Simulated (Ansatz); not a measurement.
**Au wire along [110], 37 atoms a period: bands along the axis**

Wanted: the relaxed geometry and the bands of the Au wire along [110], 37 atoms a period.

Method: DFT PBE, plane waves, PAW; relaxation of a wire's period; PAW set soft_1, in the first sound run; inputs show where later runs differ, in Ansatz 0.2.0.

### 1. The starting structure

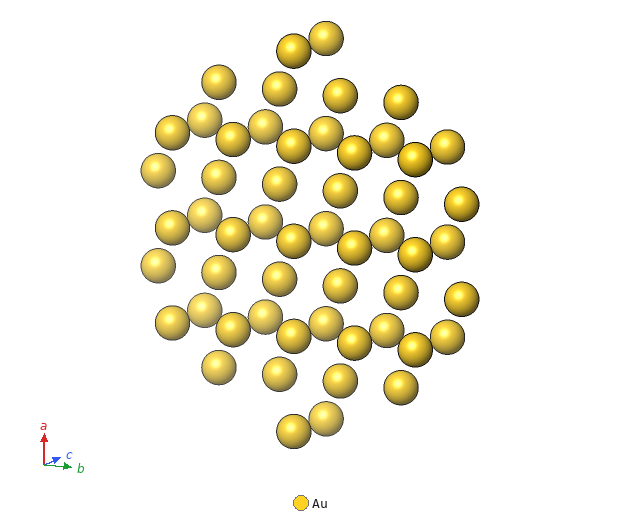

The cell as given, at a slant to the c axis (gold yellow). Some periodic images of atoms are drawn too.

The cell holds 37 atoms: 37 Au. Cell: a = 23.440 Å, b = 21.508 Å, c = 2.942 Å, α = 90.0°, β = 90.0°, γ = 90.0°. Vacuum lies along a and b. The structure's axis is c.

### 2. Relaxation of atoms and period

Band widths follow the bond lengths, so the wire is relaxed first. The atoms and the third cell vector are free; the box across stays fixed as vacuum. A Fermi-Dirac smearing is set since the result may be a metal. The pressure printed is a third of the stress's trace over the whole box, vacuum included; only the stress along the axis is relaxed.

input.yaml

```yaml
crystal:
  lattice:
    - [23.44, 0.0, 0.0]
    - [0.0, 21.508, 0.0]
    - [0.0, 0.0, 2.9415642097]
  atoms:
    - { symbol: Au, position: [0.145051195, 0.49999584, 0.0] }
    - { symbol: Au, position: [0.322525597, 0.63676189, 0.0] }
    - { symbol: Au, position: [0.322525597, 0.49999584, 0.0] }
    - { symbol: Au, position: [0.322525597, 0.77352794, 0.0] }
    - { symbol: Au, position: [0.5, 0.63676189, 0.0] }
    - { symbol: Au, position: [0.5, 0.49999584, 0.0] }
    - { symbol: Au, position: [0.5, 0.77352794, 0.0] }
    - { symbol: Au, position: [0.677474403, 0.63676189, 0.0] }
    - { symbol: Au, position: [0.677474403, 0.49999584, 0.0] }
    - { symbol: Au, position: [0.677474403, 0.77352794, 0.0] }
    - { symbol: Au, position: [0.854948805, 0.49999584, 0.0] }
    - { symbol: Au, position: [0.233788396, 0.294846764, 0.5] }
    - { symbol: Au, position: [0.233788396, 0.431612815, 0.5] }
    - { symbol: Au, position: [0.233788396, 0.568378865, 0.5] }
    - { symbol: Au, position: [0.233788396, 0.705144915, 0.5] }
    - { symbol: Au, position: [0.411262799, 0.158080714, 0.5] }
    - { symbol: Au, position: [0.411262799, 0.294846764, 0.5] }
    - { symbol: Au, position: [0.411262799, 0.431612815, 0.5] }
    - { symbol: Au, position: [0.411262799, 0.568378865, 0.5] }
    - { symbol: Au, position: [0.411262799, 0.705144915, 0.5] }
    - { symbol: Au, position: [0.411262799, 0.841910966, 0.5] }
    - { symbol: Au, position: [0.588737201, 0.158080714, 0.5] }
    - { symbol: Au, position: [0.588737201, 0.294846764, 0.5] }
    - { symbol: Au, position: [0.588737201, 0.431612815, 0.5] }
    - { symbol: Au, position: [0.588737201, 0.568378865, 0.5] }
    - { symbol: Au, position: [0.588737201, 0.705144915, 0.5] }
    - { symbol: Au, position: [0.588737201, 0.841910966, 0.5] }
    - { symbol: Au, position: [0.766211604, 0.294846764, 0.5] }
    - { symbol: Au, position: [0.766211604, 0.431612815, 0.5] }
    - { symbol: Au, position: [0.766211604, 0.568378865, 0.5] }
    - { symbol: Au, position: [0.766211604, 0.705144915, 0.5] }
    - { symbol: Au, position: [0.322525597, 0.36322979, 0.0] }
    - { symbol: Au, position: [0.322525597, 0.226463739, 0.0] }
    - { symbol: Au, position: [0.5, 0.36322979, 0.0] }
    - { symbol: Au, position: [0.5, 0.226463739, 0.0] }
    - { symbol: Au, position: [0.677474403, 0.36322979, 0.0] }
    - { symbol: Au, position: [0.677474403, 0.226463739, 0.0] }
kpoints:
  mp_grid: { grid: [1, 1, 28] }
scf:
  occupations: { method: fermi_dirac, width: 0.05 }
hamiltonian:
  xc: pbe
  pseudopotentials: { kind: paw, azcp: { folder: soft_1 } }
relax:
  cell: { fix: [a, b, alpha, beta, gamma] }
  max_steps: 45
  f_tol: 0.03
```

Started as:

```bash
$ ansatz run input.yaml --threads 16 --pin off --max-ram 61440MiB --backend cuda --events-out ev --progress --plain --runs-dir out --max-vram 78GiB
```

Numbers of over 12 decimals in the logs are rounded to 6 here.

What it wrote:

```text
Engine: ansatz 0.2.0, aarch64-unknown-linux-gnu
Pseudopotentials: kind: paw
Pseudopotential: Au, paw, valence charge 19, recommended cutoff 420 eV (normal), soft_1/Au.paw.azcp
Functional definition: PBE
  parameter kappa = 0.804
  parameter beta = 0.066725
  exchange = pbe_x(kappa = kappa, mu = beta*pi^2/3)
  correlation = pbe_c(beta = beta)
[...]
Crystal: 37 atoms, lattice volume = 1482.982 Å³
Basis set: ecut = 420 eV, 28789 PW (Γ), exchange–correlation on 320×288×40 points (8 copies of the dense FFT grid, shifted against one another)
Bands: 422, of which v1, the nominal top of the filled ones, is band 352 counted from 1 (351 counted from 0)
Symmetry: 8 space group operations
Space group: Pmmm (ITA 47), of the structure as read, at distance tolerance 1.1e-4 Å
k-points: 15 of 28
Non-local potential: Au, projectors of the file, l = 0: 3, l = 1: 2, l = 2: 2, l = 3: 1
PAW form: soft (Blöchl's): semilocal exchange-correlation on the pseudo side does not see the compensation charge
PAW one-centre angular grid: Au, 590 points (default); XC on 64 Gauss nodes
Initial density: superposition of atomic densities (neutral atoms: chi_scale 0, normalization atom)
Initial wavefunctions: pseudopotential atomic-orbital guess
[...]
Functional: x = pbe(κ = 0.804, μ = 0.219515), c = pbe(β = 0.066725)
SCF iter   1: F=—  HF=-486593.727206 eV  |F-HF|=—  |Δ(HF+E_count)|=         —  Δρ=4.12e-2  dr2=3.45e1  ethr=3.10e-3  ⟨swp⟩=6.2  Hψ=24050  notcnv=0  defer=276
preconditioner: auto → LDOS  [metal: Δε(μ)=0.022 eV  Ē_g=7.983 eV  σ=0.050 eV  W_gap=0.11  n_scr=334 (ndim 8)  ℏωp=19.5 eV  f_vac=0.497  D(μ)=12.73/eV (n_scr^D=64)  β→1.0]
SCF iter   2: F=—  HF=-486594.769221 eV  |F-HF|=—  |Δ(HF+E_count)|=    1.04e0  Δρ=4.41e-2  dr2=2.97e1  ethr=3.10e-3  ⟨swp⟩=3.0  Hψ=14482  notcnv=0  defer=809
[...]
SCF iter  10: F=-486585.472636 eV  HF=-486585.472636 eV  |F-HF|=2.79e-9  |Δ(HF+E_count)|=   1.79e-7  Δρ=1.53e-6  dr2=4.98e-8  ethr=1.42e-11  ⟨swp⟩=5.0  Hψ=21972  notcnv=0
SCF 1 converged in 10 iterations: F = -486585.472636 eV  dr2 = 4.98e-8
  greatest PAW one-centre occupation: 1.000 electrons in one spin orbital (limit 2), on the Au atom at site 5 (counted from 0), in its partial waves of l = 0
relax step   1: F+E_penalty+E_count = -486585.47263617 eV  Δ(F+E_penalty+E_count) = +0.000e0 eV  max|allowed force component| = 6.563e-1 eV/Å  Δτ_max = 0.0000 Å  P = -1.846 GPa  Ω = 1482.982 Å³  fix = [a, b, alpha, beta, gamma]  reactions: a -1.381, b -1.295 GPa  (10 SCF iters, dr2 threshold 1.00e-7 eV, accepted)
[...]
Crystal: 37 atoms, lattice volume = 1412.139 Å³
Basis set: ecut = 420 eV, 27693 PW (Γ), exchange–correlation on 320×288×40 points (8 copies of the dense FFT grid, shifted against one another)
[...]
preconditioner: auto → LDOS  [metal: Δε(μ)=0.049 eV  Ē_g=8.875 eV  σ=0.050 eV  W_gap=0.23  n_scr=308 (ndim 8)  ℏωp=19.9 eV  f_vac=0.504  D(μ)=11.73/eV (n_scr^D=64)  β→1.0]
[...]
SCF 2 converged in 7 iterations: F = -486585.962611 eV  dr2 = 8.20e-7
  greatest PAW one-centre occupation: 1.000 electrons in one spin orbital (limit 2), on the Au atom at site 34 (counted from 0), in its partial waves of l = 0
relax step   2: F+E_penalty+E_count = -486585.96261135 eV  Δ(F+E_penalty+E_count) = -4.900e-1 eV  max|allowed force component| = 4.288e-1 eV/Å  Δτ_max = 0.1934 Å  P = +2.765 GPa  Ω = 1412.139 Å³  energy of the carried Pulay correction = +1.093e-2 eV  fix = [a, b, alpha, beta, gamma]  reactions: a +2.795, b +2.512 GPa  (7 SCF iters, dr2 threshold 3.70e-6 eV, accepted)
[...]
Crystal: 37 atoms, lattice volume = 1435.120 Å³
[...]
SCF 3 converged in 7 iterations: F = -486586.544616 eV  dr2 = 9.18e-7
relax step   3: F+E_penalty+E_count = -486586.54461590 eV  Δ(F+E_penalty+E_count) = -5.820e-1 eV  max|allowed force component| = 8.009e-2 eV/Å  Δτ_max = 0.1620 Å  P = -0.175 GPa  Ω = 1435.120 Å³  energy of the carried Pulay correction = +7.286e-3 eV  fix = [a, b, alpha, beta, gamma]  reactions: a -0.020, b -0.010 GPa  (7 SCF iters, dr2 threshold 3.70e-6 eV, accepted)
[...]
Crystal: 37 atoms, lattice volume = 1425.022 Å³
[...]
SCF 4 converged in 7 iterations: F = -486586.631861 eV  dr2 = 4.55e-7
relax step   4: F+E_penalty+E_count = -486586.63186106 eV  Δ(F+E_penalty+E_count) = -8.725e-2 eV  max|allowed force component| = 4.664e-2 eV/Å  Δτ_max = 0.2000 Å  P = -0.017 GPa  Ω = 1425.022 Å³  energy of the carried Pulay correction = +8.875e-3 eV  fix = [a, b, alpha, beta, gamma]  reactions: a -0.040, b +0.119 GPa  (7 SCF iters, dr2 threshold 6.09e-7 eV, accepted)
[...]
relax step   6: F+E_penalty+E_count = -486586.66170967 eV  Δ(F+E_penalty+E_count) = -1.134e-2 eV  max|allowed force component| = 4.202e-2 eV/Å  Δτ_max = 0.0749 Å  P = +0.019 GPa  Ω = 1419.696 Å³  energy of the carried Pulay correction = +9.721e-3 eV  fix = [a, b, alpha, beta, gamma]  reactions: a -0.038, b +0.026 GPa  (8 SCF iters, dr2 threshold 8.29e-8 eV, accepted)
[...]
relax step   8: F+E_penalty+E_count = -486586.70280064 eV  Δ(F+E_penalty+E_count) = -2.850e-2 eV  max|allowed force component| = 6.725e-2 eV/Å  Δτ_max = 0.1948 Å  P = +0.017 GPa  Ω = 1417.620 Å³  energy of the carried Pulay correction = +1.005e-2 eV  fix = [a, b, alpha, beta, gamma]  reactions: a -0.013, b +0.053 GPa  (8 SCF iters, dr2 threshold 6.36e-8 eV, accepted)
[...]
relax step  10: F+E_penalty+E_count = -486586.82484949 eV  Δ(F+E_penalty+E_count) = -7.218e-2 eV  max|allowed force component| = 1.595e-1 eV/Å  Δτ_max = 0.1970 Å  P = -0.059 GPa  Ω = 1415.653 Å³  energy of the carried Pulay correction = +1.037e-2 eV  fix = [a, b, alpha, beta, gamma]  reactions: a -0.143, b +0.028 GPa  (8 SCF iters, dr2 threshold 8.02e-7 eV, accepted)
[...]
relax step  12: F+E_penalty+E_count = -486586.91188064 eV  Δ(F+E_penalty+E_count) = -2.913e-2 eV  max|allowed force component| = 2.757e-1 eV/Å  Δτ_max = 0.1946 Å  P = -0.026 GPa  Ω = 1416.538 Å³  energy of the carried Pulay correction = +1.022e-2 eV  fix = [a, b, alpha, beta, gamma]  reactions: a +0.010, b +0.056 GPa  (7 SCF iters, dr2 threshold 1.88e-6 eV, accepted)
[...]
relax step  14: F+E_penalty+E_count = -486586.92313359 eV  Δ(F+E_penalty+E_count) = +2.473e-2 eV  max|allowed force component| = 1.635e-1 eV/Å  Δτ_max = 0.0577 Å  P = -0.054 GPa  Ω = 1416.844 Å³  energy of the carried Pulay correction = +1.018e-2 eV  fix = [a, b, alpha, beta, gamma]  (10 SCF iters, rejected (line search))
[...]
relax step  16: F+E_penalty+E_count = -486586.93712080 eV  Δ(F+E_penalty+E_count) = +1.091e-2 eV  max|allowed force component| = 1.358e-2 eV/Å  Δτ_max = 0.0000 Å  P = +0.007 GPa  Ω = 1415.655 Å³  fix = [a, b, alpha, beta, gamma]  reactions: a +0.017, b -0.001 GPa  stress off target by 4.29e-3 GPa on what of the cell is left free  SCF on the basis re-selected at this cell (its energy is not comparable with the rows above)  (7 SCF iters)
[...]
--- Relaxed structure (15 steps of the walk, 14 accepted, 1 SCFs on fresh bases) ---
  F+E_penalty+E_count = -486586.93712080 eV   max|allowed force component| = 1.358e-2 eV/Å   (the final SCF, on the basis selected at the relaxed cell)
  cell:  # Å, volume = 1415.6552 Å³
    - [23.44, 0, 0]
    - [0, 21.508, 0]
    - [0, 0, 2.808018]
  atoms:
    - { symbol: Au, position: [0.193812, 0.5, 0] }
    - { symbol: Au, position: [0.324940, 0.646205, 0.0] }
    - { symbol: Au, position: [0.315394, 0.5, 0] }
    - { symbol: Au, position: [0.300535, 0.832843, 0] }
    - { symbol: Au, position: [0.5, 0.631413, 0.0] }
    - { symbol: Au, position: [0.5, 0.5, 0] }
    - { symbol: Au, position: [0.5, 0.790504, 0.0] }
    - { symbol: Au, position: [0.675060, 0.646205, 0] }
    - { symbol: Au, position: [0.684606, 0.5, 0] }
    - { symbol: Au, position: [0.699465, 0.832843, 0] }
    - { symbol: Au, position: [0.806188, 0.5, 0] }
    - { symbol: Au, position: [0.252495, 0.266642, 0.5] }
    - { symbol: Au, position: [0.222978, 0.392302, 0.5] }
    - { symbol: Au, position: [0.222978, 0.607698, 0.5] }
    - { symbol: Au, position: [0.252495, 0.733358, 0.5] }
    - { symbol: Au, position: [0.403117, 0.162821, 0.5] }
    - { symbol: Au, position: [0.417932, 0.293281, 0.5] }
    - { symbol: Au, position: [0.406153, 0.432346, 0.5] }
    - { symbol: Au, position: [0.406153, 0.567654, 0.5] }
    - { symbol: Au, position: [0.417932, 0.706719, 0.5] }
    - { symbol: Au, position: [0.403117, 0.837179, 0.5] }
    - { symbol: Au, position: [0.596883, 0.162821, 0.5] }
    - { symbol: Au, position: [0.582068, 0.293281, 0.5] }
    - { symbol: Au, position: [0.593847, 0.432346, 0.5] }
    - { symbol: Au, position: [0.593847, 0.567654, 0.5] }
    - { symbol: Au, position: [0.582068, 0.706719, 0.5] }
    - { symbol: Au, position: [0.596883, 0.837179, 0.5] }
    - { symbol: Au, position: [0.747505, 0.266642, 0.5] }
    - { symbol: Au, position: [0.777022, 0.392302, 0.5] }
    - { symbol: Au, position: [0.777022, 0.607698, 0.5] }
    - { symbol: Au, position: [0.747505, 0.733358, 0.5] }
    - { symbol: Au, position: [0.324940, 0.353795, 0] }
    - { symbol: Au, position: [0.300535, 0.167157, 0] }
    - { symbol: Au, position: [0.5, 0.368587, 0] }
    - { symbol: Au, position: [0.5, 0.209496, 0] }
    - { symbol: Au, position: [0.675060, 0.353795, 0] }
    - { symbol: Au, position: [0.699465, 0.167157, 0] }
```

Run time: 53 s. Hardware: 1 × NVIDIA GB200 with 16 threads of Arm Neoverse V2, shared host; peak memory 1.8 GiB; 8 min of CPU time.

[end of part 1 of 2]

[Logs are printed without paths, hosts, clocks, repeated set-up lines and the standing remarks that a program may print on its own settings, such as how far it seeks lower states.]

[Hosts, paths, dates, database ids (printed as entryN), source tags and the programs' standing remarks are cut or masked in the printed files.]
